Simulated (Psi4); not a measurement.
# AlSi2H5O (SMILES [SiH3][Al]1[O][SiH2]1) at MP2/6-31G(d) (spherical functions)

What is the vertical singlet–triplet gap of AlSi2H5O at MP2/6-31G* (spherical functions)? 

The results are computed with Psi4 1.11.

3 further runs of the same task are left out: 1 that didn't finish, 2 set aside as unsound or not needed.

**1. The molecule**

AlSi2H5O: 9 atoms, total charge 0, spin state singlet. As SMILES, `[SiH3][Al]1[O][SiH2]1`. The shape is that of a PBE0-D4/def2-TZVP optimisation.

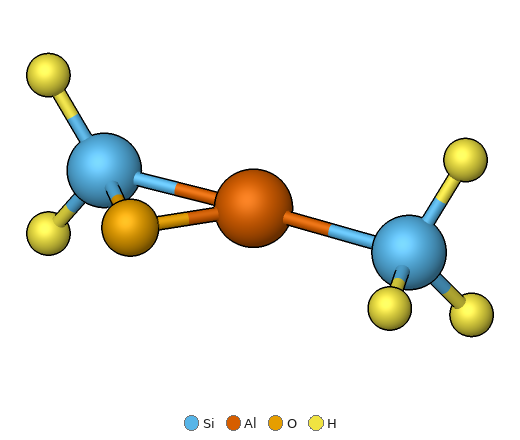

The structure, seen from a chosen angle (silicon blue, aluminium orange, oxygen amber, hydrogen yellow).

**2. A single-point energy at MP2/6-31G(d) (spherical functions)**

Contents of alh5osi2_ase.py:

```python
import numpy as np
from ase.calculators.psi4 import Psi4
from ase import Atoms

a = Atoms(['Si', 'Al', 'O', 'Si', 'H', 'H', 'H', 'H', 'H'], positions=[
    [-0.652900, 1.717100, -1.334700],
    [-0.124900, -0.148900, 0.162800],
    [1.392700, -0.965300, 0.434300],
    [0.478600, -1.877700, 1.520900],
    [-1.763800, 1.326700, -2.244900],
    [-1.100100, 2.886400, -0.529300],
    [0.526500, 2.112800, -2.150200],
    [0.403300, -3.327600, 1.187000],
    [0.929000, -1.770000, 2.936900],
])
calc = Psi4(atoms=a, method='mp2', basis='6-31G*', memory='2200MB', num_threads=1, charge=0, multiplicity=1, label='calc')
calc.psi4.set_options({'puream': True, 'e_convergence': 1e-09, 'd_convergence': 1e-08, 'scf_type': 'pk', 'num_frozen_docc': 16, 'mp2_type': 'conv'})
a.calc = calc

print(f'energy: {a.get_potential_energy():.6f} eV')
```

Run with:

```sh
python alh5osi2_ase.py
```

calc.dat:

```text
[...]
  Running in c1 symmetry.
[...]
  Nuclear repulsion =  235.013438799962699
[...]
  Multiplicity = 1
[...]
  Nalpha       = 27
  Nbeta        = 27
[...]
    Number of basis functions: 78
[...]
   @RHF iter   1:  -897.35559804926788   -9.02598e-01   7.06978e-03 ADIIS/DIIS
[...]
   @RHF iter  12:  -897.51827852959309    1.13687e-13   3.12532e-09 DIIS
[...]
    Orbital Energies [Eh]
    ---------------------
    Doubly Occupied:
       1A    -68.777287     2A    -68.765076     3A    -58.480128
       4A    -20.527320     5A     -6.134933     6A     -6.130969
       7A     -4.907550     8A     -4.241042     9A     -4.240414
      10A     -4.239815    11A     -4.236152    12A     -4.236058
      13A     -4.235891    14A     -3.221490    15A     -3.220218
      16A     -3.218846    17A     -1.274448    18A     -0.730083
      19A     -0.684511    20A     -0.578597    21A     -0.528958
      22A     -0.522555    23A     -0.495206    24A     -0.494792
      25A     -0.435850    26A     -0.423337    27A     -0.305404
[...]
  @RHF Final Energy:  -897.51827852959309
   => Energetics <=
    Nuclear Repulsion Energy =            235.0134387999626995
    One-Electron Energy =               -1714.4895709733664262
    Two-Electron Energy =                 581.9578536438107221
    Total Energy =                       -897.5182785295930898
[...]
 Multipole Moments:
 ------------------------------------------------------------------------------------
     Multipole            Electronic (a.u.)      Nuclear  (a.u.)        Total (a.u.)
 ------------------------------------------------------------------------------------
 L = 1.  Multiply by 2.5417464519 to convert [e a0] to [Debye]
 Dipole X            :          0.4792396           -1.3003205           -0.8210809
 Dipole Y            :         -1.7008254            2.1133963            0.4125709
 Dipole Z            :          1.3477654           -1.4718916           -0.1241262
 Magnitude           :                                                    0.9272518
[...]
	SCS-MP2 Total Energy (a.u.)        :  -897.90901106744116
	SOS-MP2 Total Energy (a.u.)        :  -897.90952571802234
	SCSN-MP2 Total Energy (a.u.)       :  -897.67446772490234
[...]
	SOS-PI-MP2 Total Energy (a.u.)     :  -897.93962165559378
[...]
	MP2 Total Energy (a.u.)            :  -897.90798176627902
[...]
```

On the terminal:

```text
energy: -24433.320706 eV
```

Run time: 7.5 s. Hardware: 1 thread of AMD EPYC 7B13 (Zen 3), shared host; peak memory 0.34 GiB.

**3. The triplet, same level**

Contents of alh5osi2.json:

```json
{
  "schema_name": "qcschema_input",
  "schema_version": 1,
  "molecule": {
    "schema_name": "qcschema_molecule",
    "schema_version": 2,
    "symbols": ["Si", "Al", "O", "Si", "H", "H", "H", "H", "H"],
    "geometry": [-1.23380219, 3.24484873, -2.52221746, -0.23602679, -0.28138022, 0.30764741, 2.63182157, -1.82415263, 0.82070806, 0.90442292, -3.54833874, 2.87408446, -3.33309894, 2.50709965, -4.24224618, -2.07888771, 5.45450549, -1.00023204, 0.9949408, 3.99261336, -4.06328911, 0.76212655, -6.28825265, 2.24310491, 1.75555557, -3.34481524, 5.54993666],
    "molecular_charge": 0,
    "molecular_multiplicity": 3,
    "fix_symmetry": "c1"
  },
  "driver": "energy",
  "model": {
    "method": "mp2",
    "basis": "6-31G*"
  },
  "keywords": {
    "reference": "uhf",
    "puream": true,
    "e_convergence": 1e-09,
    "d_convergence": 1e-08,
    "scf_type": "pk",
    "num_frozen_docc": 16,
    "mp2_type": "conv",
    "maxiter": 100
  }
}
```

Run with:

```sh
psi4 --qcschema alh5osi2.json -n 1 --memory 2200MB
```

stdout:

```text
[...]
  Running in c1 symmetry.
[...]
  Nuclear repulsion =  235.013439050145450
[...]
  Multiplicity = 3
[...]
  Nalpha       = 28
  Nbeta        = 26
[...]
    Number of basis functions: 78
[...]
   @UHF iter   1:  -897.26068915863948   -8.07689e-01   6.76340e-03 ADIIS/DIIS
[...]
   @UHF iter  24:  -897.42523291679151    2.53976e-10   6.10079e-09 DIIS
[...]
   @S^2 Observed:                2.042329832E+00
[...]
    Orbital Energies [Eh]
    ---------------------
    Alpha Occupied:
       1A    -68.834176     2A    -68.759962     3A    -58.462147
       4A    -20.581373     5A     -6.192717     6A     -6.122379
       7A     -4.894489     8A     -4.303379     9A     -4.296107
      10A     -4.295552    11A     -4.228090    12A     -4.227773
      13A     -4.226657    14A     -3.211679    15A     -3.208023
      16A     -3.205661    17A     -1.338982    18A     -0.749545
      19A     -0.710815    20A     -0.641796    21A     -0.583157
      22A     -0.578325    23A     -0.492184    24A     -0.481412
      25A     -0.479527    26A     -0.447400    27A     -0.371092
      28A     -0.198377
    Alpha Virtual:
[...]
  @UHF Final Energy:  -897.42523291679151
   => Energetics <=
    Nuclear Repulsion Energy =            235.0134390501454504
    One-Electron Energy =               -1713.6313942106021386
    Two-Electron Energy =                 581.1927222436651164
    Total Energy =                       -897.4252329167915150
  UHF NO Occupations:
  HONO-2 :   26  A 1.9852868
  HONO-1 :   27  A 1.0000000
[...]
 Multipole Moments:
 ------------------------------------------------------------------------------------
     Multipole            Electronic (a.u.)      Nuclear  (a.u.)        Total (a.u.)
 ------------------------------------------------------------------------------------
 L = 1.  Multiply by 2.5417464519 to convert [e a0] to [Debye]
 Dipole X            :          0.6285134           -1.3003205           -0.6718071
 Dipole Y            :         -2.8204858            2.1133963           -0.7070895
 Dipole Z            :          2.3052103           -1.4718916            0.8333187
 Magnitude           :                                                    1.2828564
[...]
	SCS-MP2 Total Energy (a.u.)        :  -897.79808489999857
	SOS-MP2 Total Energy (a.u.)        :  -897.76835836028079
	SCSN-MP2 Total Energy (a.u.)       :  -897.58218904650118
[...]
	SOS-PI-MP2 Total Energy (a.u.)     :  -897.82554593419570
[...]
	MP2 Total Energy (a.u.)            :  -897.80035040551911
[...]
```

The result, in JSON:

```text
{
 "driver": "energy",
 "model": {
  "method": "mp2",
  "basis": "6-31G*"
 },
 "success": true,
 "return_result": -897.8003504055191,
 "properties": {
  "calcinfo_nbasis": 78,
  "calcinfo_nmo": 78,
  "calcinfo_nalpha": 28,
  "calcinfo_nbeta": 26,
  "calcinfo_natom": 9,
  "nuclear_repulsion_energy": 235.01343905014545,
  "return_energy": -897.8003504055191,
  "scf_one_electron_energy": -1713.6313942106021,
  "scf_two_electron_energy": 581.1927222436651,
  "scf_dipole_moment": [-0.6718070538786269, -0.7070895422081662, 0.8333187250533935],
  "scf_total_energy": -897.4252329167915,
  "scf_iterations": 24,
  "mp2_same_spin_correlation_energy": -0.08917961915322378,
  "mp2_opposite_spin_correlation_energy": -0.285937869574425,
  "mp2_singles_energy": 0.0,
  "mp2_doubles_energy": -0.37511748872764883,
  "mp2_correlation_energy": -0.37511748872759654,
  "mp2_total_energy": -897.8003504055191
 }
}
```

Run time: 9 s. Hardware: 1 thread of AMD EPYC 7B13 (Zen 3), shared host; peak memory 0.34 GiB.

**4. What came out**

Level: MP2/6-31G* (spherical functions), 16 core orbitals frozen.

| quantity | value |
| --- | --- |
| singlet: total energy | -897.90798 Eh |
| singlet: HOMO energy (Hartree–Fock orbitals) | -8.31 eV |
| singlet: LUMO energy (Hartree–Fock orbitals) | 1.09 eV |
| singlet: HOMO–LUMO gap (Hartree–Fock orbitals) | 9.40 eV |
| singlet: correlation energy (16 core orbitals frozen) | -389.7 mEh |
| triplet: total energy | -897.80035 Eh |
| triplet: HOMO energy (Hartree–Fock orbitals) (highest over α and β) | -5.40 eV |
| triplet: LUMO energy (Hartree–Fock orbitals) (lowest over α and β) | -0.79 eV |
| triplet: correlation energy (16 core orbitals frozen) | -375.1 mEh |
| triplet: ⟨S²⟩ of the reference determinant | 2.042 |
| vertical energy of the triplet above the singlet | 2.929 eV |

In words: At this shape the triplet lies 2.93 eV (283 kJ/mol) above the singlet.
